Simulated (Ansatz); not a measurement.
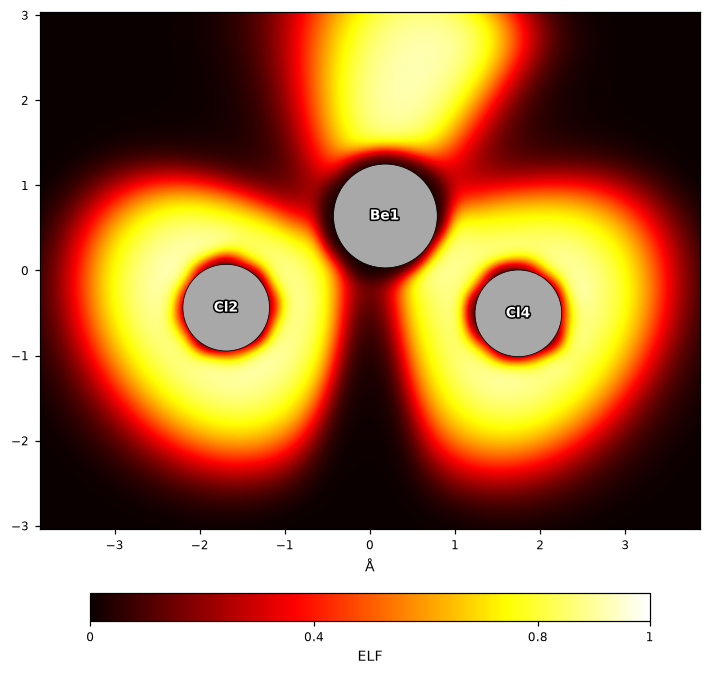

The picture shows: BeCl₃ (charge −1, triplet). Electron localisation function on the plane of atoms Cl2, Be1 and Cl4. Grey discs cover the atomic cores.

Geometry: PBE0-D4/def2-TZVPD; the highest occupied orbital lies above zero, a sign that basis and functional describe the outermost electron poorly.

Computed with UKS PBE0-D4/def2-TZVPD (Ansatz).

```xyz
4

Be   -0.1002   -0.7128    0.2212
Cl    1.6592    0.3628   -0.4165
Cl   -0.0651    1.1496    1.3157
Cl   -1.4938   -0.7996   -1.1204
```

> Interpret the plot.

The section cuts through Be and Cl sites.
Be–Cl (1.94 Å): the ELF peaks at about 0.90 in the valence shell of Cl, 0.9 Å from its nucleus, and is about 0.90 at the midpoint.
Be–Cl (2.16 Å): the ELF peaks at about 0.85 in the valence shell of Cl, 0.8 Å from its nucleus, and is about 0.80 at the midpoint.
The ELF also peaks beside Cl4 and Cl2, away from the bonds: non-bonding electrons, paired or unpaired.
